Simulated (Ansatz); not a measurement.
# BClFH₃O₂ (built from SMILES Cl.OB(O)F): search for a transition state

Aim: find the saddle point of a four-centre ligand exchange that is to form B1–Cl6, F2–H5 and break B1–F2, H5–Cl6, prove it by its vibrations, and relax downhill on both sides to see what it joins.

The runs use Ansatz 0.2.0, Gaussian basis; PBE0-D4, def2-SVP first, then def2-TZVP.

31 further runs of the same task are left out: 31 set aside as unsound or not needed.

**1. Starting geometry**

The guess: 8 atoms, charge 0, spin multiplicity 1.

Atoms are counted from 1 here; the program's logs count them from 0.

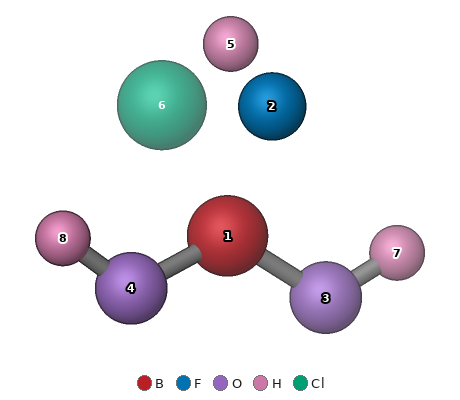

Start geometry, drawn with boron red, fluorine blue, oxygen purple, hydrogen pink, chlorine teal; atoms are numbered from 1 in the order of the file.

Coordinates:

```mol
BClFH3O2
  3D, bonds by distance, orders not assigned

  8  4  0  0  0  0  0  0  0  0999 V2000
   -0.2130   -0.2280   -0.2982 B   0  0
    1.3806    0.1927    0.0642 F   0  0
   -0.6064    0.3767   -1.4047 O   0  0
   -0.4343   -1.5034   -0.0333 O   0  0
    0.9944    0.8076    1.0191 H   0  0
   -0.6919    0.9700    1.4550 Cl  0  0
   -0.3018    1.2623   -1.5911 H   0  0
   -0.1276   -1.8778    0.7890 H   0  0
  1  3  8  0
  1  4  8  0
  3  7  8  0
  4  8  8  0
M  END
```

Distances that are to change: B1–Cl6 2.18 Å, F2–H5 1.20 Å, B1–F2 1.69 Å, H5–Cl6 1.75 Å.

**2. Constrained relaxation of the guess**

hold/in.yaml reads:

```yaml
crystal:
  periodic: [false, false, false]
  atoms:
    - {symbol: B, position_ang: [-0.213000, -0.228000, -0.298200]}
    - {symbol: F, position_ang: [1.380600, 0.192700, 0.064200]}
    - {symbol: O, position_ang: [-0.606400, 0.376700, -1.404700]}
    - {symbol: O, position_ang: [-0.434300, -1.503400, -0.033300]}
    - {symbol: H, position_ang: [0.994400, 0.807600, 1.019100]}
    - {symbol: Cl, position_ang: [-0.691900, 0.970000, 1.455000]}
    - {symbol: H, position_ang: [-0.301800, 1.262300, -1.591100]}
    - {symbol: H, position_ang: [-0.127600, -1.877800, 0.789000]}
basis:
  gaussian: {orbitals: def2-SVP}
hamiltonian: {xc: pbe0, dispersion: d4}
relax: {f_tol: 0.08, max_steps: 120, escape_saddle: false, constraints: [{distance: [0, 5]}, {distance: [1, 4]}, {distance: [0, 1]}, {distance: [4, 5]}]}
```

The command line of these runs was not kept.

Further steps of the session: Saddle search in the small basis; Saddle search in triple zeta; Vibrations at the point found; Relaxing after a step of 0.30 Å one way along the mode; Relaxing after a step of 0.30 Å the other way along the mode.

**Question.** What will these runs give? Wanted: imaginary mode; barrier from the start side; barrier from the end side; energy of the step; pairs that change; zero-point energy at the saddle.

The runs gave:

| quantity | value |
| --- | --- |
| imaginary mode | 665i cm⁻¹ |
| barrier from the start side | 138.0 kJ/mol |
| barrier from the end side | 89.9 kJ/mol |
| energy of the step | +48.2 kJ/mol |
| pairs that change | B1–Cl6 formed, F2–H5 formed, B1–F2 broken, H5–Cl6 broken |
| zero-point energy at the saddle | 1.180 eV |

**Reading.** One imaginary mode, 665i cm⁻¹, makes this a first-order saddle. Going downhill both ways gives the intended start and end. At PBE0-D4/def2-TZVP the electronic barrier is 138.0 kJ/mol, about 56 kT at 298 K, and the step runs 48.2 kJ/mol uphill. A step off the saddle overshot and began above it in energy, so the link to its end is likely but not proven. Lower complexes than these ends may exist.
